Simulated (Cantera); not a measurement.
A closed system holds: 1 mol PbO, 0.29 mol H2, 32 mol N2, equilibrated at 2.00 mbar.

Cantera equilibrium calculation (NASA polynomials, part measured and part estimated; ideal gas, pure solids and liquids). Candidate condensed phases: H2O, Pb, PbO, PbO2, Pb3O4; 27 gas species. The numbers say what is thermodynamically allowed, not how fast it happens.

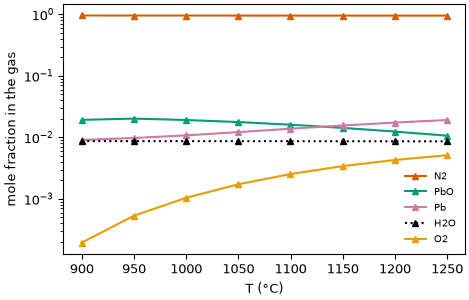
Figure. Equilibrium gas composition (values under 1e-9 drawn at 1e-9)

At 900 °C the condensed part is PbO(l). From 950 °C to 1250 °C nothing is condensed. The main Pb-bearing gas is PbO at 900 °C and Pb at 1250 °C.
